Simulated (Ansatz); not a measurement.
# triplet CH6NPSi at 6 levels

Wanted: a comparison of 6 runs (UB3LYP/6-31G*, U-r2SCAN/def2-SVP, UB2PLYP/def2-SVP, UBHLYP/def2-SVP, UCAM-B3LYP/def2-SVP, UPBE/def2-SVP) of triplet CH6NPSi. 

The calculation is run with Ansatz 0.2.0.

102 further runs of the same task are left out: 102 set aside as unsound or not needed.

### 1 The system as given

CH6NPSi has 10 atoms, charge 0, and is taken as a triplet. SMILES of the parent species: `C1NP[SiH2]1`. The shape is that of a PBE0-D4/def2-TZVP optimisation. That shape belongs to the parent species and isn't relaxed for this state.

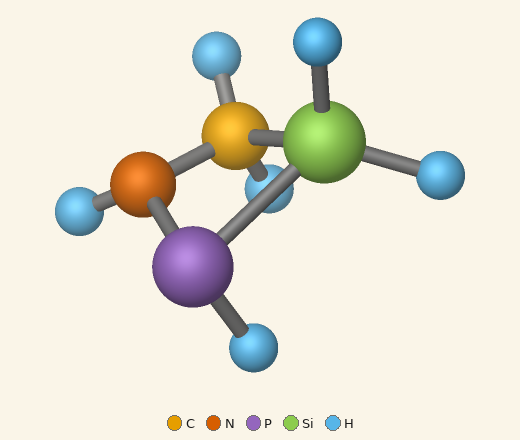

The structure, seen from a chosen angle (carbon amber, nitrogen orange, phosphorus purple, silicon green, hydrogen blue).

### 2 A single-point energy at UB3LYP/6-31G(d) (spherical functions) (run 1)

Input file input.yaml:

```yaml
crystal:
  periodic: [false, false, false]
  atoms:
    - symbol: C
      position_ang: [-0.518900, 0.753700, -0.280300]
    - symbol: "N"
      position_ang: [0.388700, 0.867200, 0.865200]
    - symbol: P
      position_ang: [0.973900, -0.716000, 1.275900]
    - symbol: Si
      position_ang: [0.382300, -0.797300, -0.907400]
    - symbol: H
      position_ang: [-0.525900, 1.647300, -0.910700]
    - symbol: H
      position_ang: [-1.554200, 0.512400, 0.003600]
    - symbol: H
      position_ang: [0.126500, 1.500500, 1.609100]
    - symbol: H
      position_ang: [-0.253100, -1.393600, 1.631500]
    - symbol: H
      position_ang: [1.493100, -0.499900, -1.848100]
    - symbol: H
      position_ang: [-0.429200, -1.925500, -1.435800]
basis:
  gaussian: {orbitals: 6-31G_st_-spherical.json}
magnetization: {spin_polarized: true, initial_magnetization: 2}
hamiltonian: {xc: {name: B3LYP}}
accuracy: high
output: {orbitals: {seedname: orbitals}}
```

The basis set 6-31G* is read from a file made from the Basis Set Exchange's data (not shown).

The run is started by

```console
$ ansatz run input.yaml --threads 1 --pin off --max-ram 3480MiB --events-out events.jsonl --progress --plain --runs-dir runs
```

The log of the run:

```text
Warning: RAYON_NUM_THREADS=1 ignored (pool sized by the plan → 1); use --threads N
Functional definition: B3LYP
  name "B3LYP"
  parameter a0 = 0.2
  parameter ax = 0.72
  parameter ac = 0.81
  exchange = (1 - a0 - ax)*slater_x + ax*b88_x + a0*exact_x
  correlation = (1 - ac)*vwn_rpa_c + ac*lyp_c
1830 factors; integrals over basis functions are off by at most 4.1e-9 eV
mean field evaluation 1: about -19778.1055 eV, gradient 4.0e1 eV
mean field evaluation 2: about -19744.2914 eV, gradient 8.6e1 eV
mean field evaluation 4: about -19785.0620 eV, gradient 9.4e0 eV
mean field evaluation 8: about -19785.7147 eV, gradient 8.6e-1 eV
mean field evaluation 16: about -19785.7208 eV, gradient 8.0e-3 eV
mean field evaluation 32: about -19785.7208 eV, gradient 7.1e-7 eV
mean field -19785.72077610 eV, -727.1118272784 hartree, gradient 4.4e-8 eV, S^2 2.006183; 4 other end points of the search recorded, 0 dependent functions left out
reference -19785.72081605 eV, -727.1118287465 hartree; 25, 23 occupied and 51, 53 virtual orbitals, 1830 factors
Total energy: -19785.72081605 eV, -727.1118287465 hartree
```

It took 20 s on 1 thread of Arm Neoverse V2, shared host; peak memory 0.38 GiB.

### 3 A single-point energy at U-r2SCAN/def2-SVP (run 2)

Input file job.yaml:

```yaml
basis:
  gaussian:
    orbitals: def2-SVP
crystal:
  periodic: [false, false, false]
  atoms:
    - {symbol: C, position_ang: [-0.518900, 0.753700, -0.280300]}
    - {symbol: "N", position_ang: [0.388700, 0.867200, 0.865200]}
    - {symbol: P, position_ang: [0.973900, -0.716000, 1.275900]}
    - {symbol: Si, position_ang: [0.382300, -0.797300, -0.907400]}
    - {symbol: H, position_ang: [-0.525900, 1.647300, -0.910700]}
    - {symbol: H, position_ang: [-1.554200, 0.512400, 0.003600]}
    - {symbol: H, position_ang: [0.126500, 1.500500, 1.609100]}
    - {symbol: H, position_ang: [-0.253100, -1.393600, 1.631500]}
    - {symbol: H, position_ang: [1.493100, -0.499900, -1.848100]}
    - {symbol: H, position_ang: [-0.429200, -1.925500, -1.435800]}
output: {orbitals: {seedname: orbitals}}
magnetization:
  spin_polarized: true
  initial_magnetization: 2
accuracy: high
hamiltonian:
  xc: r2scan
```

The run is started by

```console
$ ansatz run job.yaml --threads 1 --pin off --max-ram 3480MiB --events-out events.jsonl --progress --plain --runs-dir runs
```

The log of the run:

```text
Warning: RAYON_NUM_THREADS=1 ignored (pool sized by the plan → 1); use --threads N
Functional definition: r2SCAN
  name "r2SCAN"
  parameter k0 = 0.174
  parameter k1 = 0.065
  parameter a1 = 4.9479
  exchange = r2scan_x(k0 = k0, k1 = k1, a1 = a1)
  correlation = r2scan_c
2170 factors; integrals over basis functions are off by at most 3.6e-9 eV
mean field evaluation 1: about -19766.6518 eV, gradient 4.3e1 eV
mean field evaluation 2: about -19709.5299 eV, gradient 1.0e2 eV
mean field evaluation 4: about -19773.9616 eV, gradient 1.9e1 eV
mean field evaluation 8: about -19775.6914 eV, gradient 2.3e-1 eV
mean field evaluation 16: about -19775.6874 eV, gradient 4.1e-3 eV
mean field evaluation 32: about -19775.6874 eV, gradient 5.3e-8 eV
mean field -19775.68737215 eV, -726.7431064841 hartree, gradient 5.3e-8 eV, S^2 2.009908; 7 other end points of the search recorded, 0 dependent functions left out
reference -19775.68737424 eV, -726.7431065609 hartree; 25, 23 occupied and 69, 71 virtual orbitals, 2170 factors
Total energy: -19775.68737424 eV, -726.7431065609 hartree
```

Wall time 32 s (1 thread of Arm Neoverse V2, shared host); peak memory 0.49 GiB.

Runs 3 to 5 aren't shown in full; the table further down has their settings and results.

### 4 A single-point energy at UPBE/def2-SVP (run 6)

Input file molecule.yaml:

```yaml
crystal:
  periodic: [false, false, false]
  atoms:
    - {symbol: C, position_ang: [-0.518900, 0.753700, -0.280300]}
    - {symbol: "N", position_ang: [0.388700, 0.867200, 0.865200]}
    - {symbol: P, position_ang: [0.973900, -0.716000, 1.275900]}
    - {symbol: Si, position_ang: [0.382300, -0.797300, -0.907400]}
    - {symbol: H, position_ang: [-0.525900, 1.647300, -0.910700]}
    - {symbol: H, position_ang: [-1.554200, 0.512400, 0.003600]}
    - {symbol: H, position_ang: [0.126500, 1.500500, 1.609100]}
    - {symbol: H, position_ang: [-0.253100, -1.393600, 1.631500]}
    - {symbol: H, position_ang: [1.493100, -0.499900, -1.848100]}
    - {symbol: H, position_ang: [-0.429200, -1.925500, -1.435800]}
basis:
  gaussian:
    orbitals: def2-SVP
magnetization:
  spin_polarized: true
  initial_magnetization: 2
hamiltonian:
  xc: pbe
accuracy: high
output: {orbitals: {seedname: orbitals}}
```

The run is started by

```console
$ ansatz run molecule.yaml --threads 1 --pin off --max-ram 3480MiB --events-out events.jsonl --progress --plain --runs-dir runs
```

The log of the run:

```text
Warning: RAYON_NUM_THREADS=1 ignored (pool sized by the plan → 1); use --threads N
Functional definition: PBE
  name "PBE"
  parameter kappa = 0.804
  parameter beta = 0.06672455060314922
  exchange = pbe_x(kappa = kappa, mu = beta*pi^2/3)
  correlation = pbe_c(beta = beta)
2170 factors; integrals over basis functions are off by at most 3.6e-9 eV
mean field evaluation 1: about -19755.7082 eV, gradient 4.8e1 eV
mean field evaluation 2: about -19676.2753 eV, gradient 1.2e2 eV
mean field evaluation 4: about -19762.4758 eV, gradient 2.9e1 eV
mean field evaluation 8: about -19766.9686 eV, gradient 5.1e-1 eV
mean field evaluation 16: about -19766.9638 eV, gradient 8.6e-4 eV
mean field evaluation 32: about -19765.1124 eV, gradient 5.3e0 eV
mean field -19766.96380511 eV, -726.4225213084 hartree, gradient 3.7e-8 eV, S^2 2.004460; 5 other end points of the search recorded, 0 dependent functions left out
reference -19766.96380871 eV, -726.4225214407 hartree; 25, 23 occupied and 69, 71 virtual orbitals, 2170 factors
Total energy: -19766.96380871 eV, -726.4225214407 hartree
```

It took 14 s on 1 thread of Arm Neoverse V2, shared host; peak memory 0.35 GiB.

### 5 All runs side by side

```tsv
run	level	frozen core orbitals	energy (Eh)	HOMO energy (eV)	⟨S²⟩	wall time
1	UB3LYP/6-31G* (spherical functions)	–	-727.111829	-2.13	2.006	20 s
2	U-r2SCAN/def2-SVP	–	-726.743107	-1.65	2.010	32 s
3	UB2PLYP/def2-SVP	12	-726.465440	-2.96	2.010	21 s
4	UBHLYP/def2-SVP	–	-726.770059	-2.97	2.009	19 s
5	UCAM-B3LYP/def2-SVP	–	-726.794869	-3.25	2.008	29 s
6	UPBE/def2-SVP	–	-726.422521	-1.43	2.004	14 s
```

### 6 Summary of results

| quantity | value |
| --- | --- |
| run 6: total energy | -726.42252 Eh |
| run 6: HOMO energy (highest over α and β) | -1.43 eV |
| run 6: ⟨S²⟩ | 2.004 |

In words: Totals of different functionals can't be ranked against each other. All runs together took 2.2 min, the longest 32 s.
